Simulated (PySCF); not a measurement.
**CH$_{8}$ClO$_{2}$Si$_{3}$ (SMILES [SiH3]CO[SiH2]O[SiH]Cl) (doublet): density, localisation and related maps**

The calculation's input:

```
{"job": {"kind": "epr", "basis": "pcH-1"}, "charge": 0, "multiplicity": 2}
Si    -2.852827     0.414018     0.064344
C     -1.509586    -0.923130    -0.130963
O     -0.279852    -0.258107     0.054897
Si     1.173230    -0.737082    -0.443919
O      2.125060     0.424414     0.154426
Si     3.400910     1.405852     0.139305
Cl     4.794620     0.644188    -1.106352
H     -4.162514    -0.230950    -0.070087
H     -2.704632     1.026028     1.382580
H     -2.663248     1.410809    -0.988936
H     -1.529612    -1.405617    -1.112551
H     -1.594522    -1.721817     0.612346
H      1.605561    -1.995707     0.156012
H      1.259920    -0.743149    -1.902666
H      2.933080     2.698242    -0.336003
```

Command:

```sh
OMP_NUM_THREADS=1 python probes_run.py task.json out
```

Geometry: GFN2-xTB.

Method: UKS B3LYP, pcH-1 on C Cl H O Si, non-relativistic, mean-field spin-orbit, GIAO (PySCF 2.14.0, density-fitted response routines).

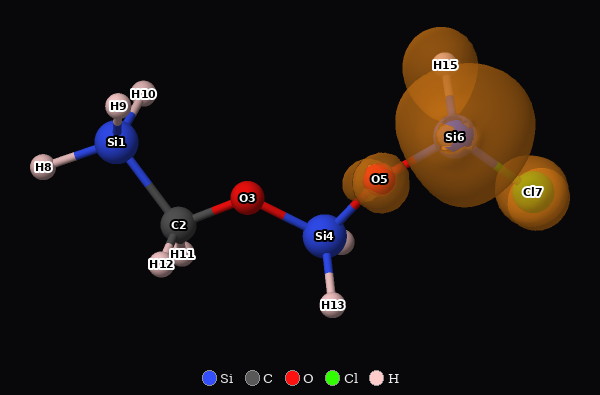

Figure 1. Isosurface of the spin density at +0.02 e/Å³ (orange), seen across its widest extent.

Question: Describe the spin distribution.

Answer: The unpaired spin (1 electron) lies mostly on Si6 (about 0.7), Cl7 (about 0.1) and H15 (about 0.1), in electrons by Hirshfeld's partition.

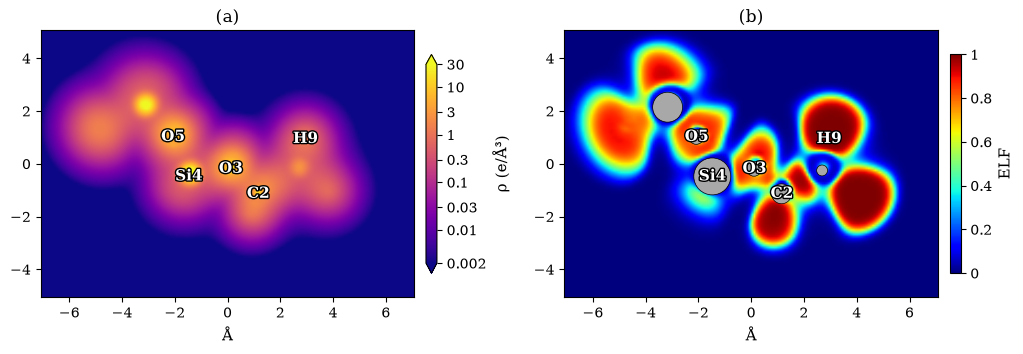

Figure 2. (a) electron density; (b) ELF on the plane of atoms O3, Si4 and O5. Grey discs cover the atomic cores in the ELF map.

Question: What do the fields say about this system?

Answer:
- Atoms in the plane: C, O, Si and H.
- C–O (1.41 Å): the density is about 1.6 e/Å³ at the midpoint; the ELF peaks at about 0.80 between the atoms; a polar covalent bond.
- Si–O (1.61 Å): the density is about 0.91 e/Å³ at the midpoint; the ELF peaks at about 0.85 between the atoms, as expected for a short, strongly polar bond.
- The ELF also peaks beside O3, Cl7, O5 and Si6, away from the bonds: non-bonding electrons, paired or unpaired.

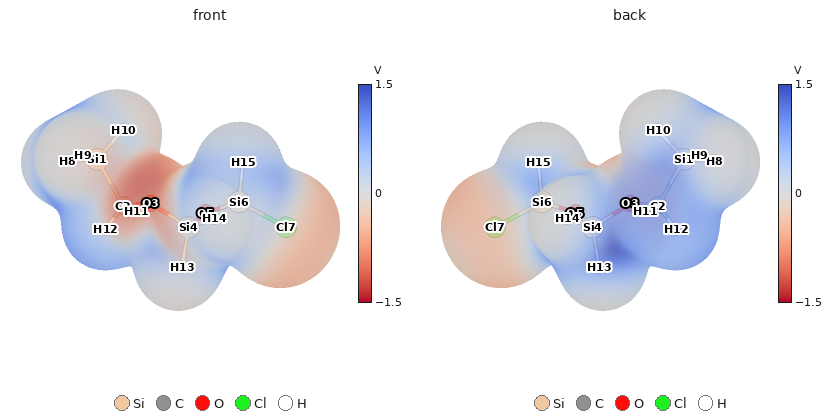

Figure 3. The electrostatic potential painted on the density surface at 0.001 e/bohr³, seen from the front and from behind; the colour scale runs from red (negative) to blue (positive).

Question: Where is the surface potential most negative and most positive?

Answer: The most negative region (about −1.0 V, or −23 kcal/mol for a unit charge) lies over O3, the most positive (about +1.2 V, or +28 kcal/mol for a unit charge) over Si4. O3 is the likeliest acceptor of a hydrogen bond.
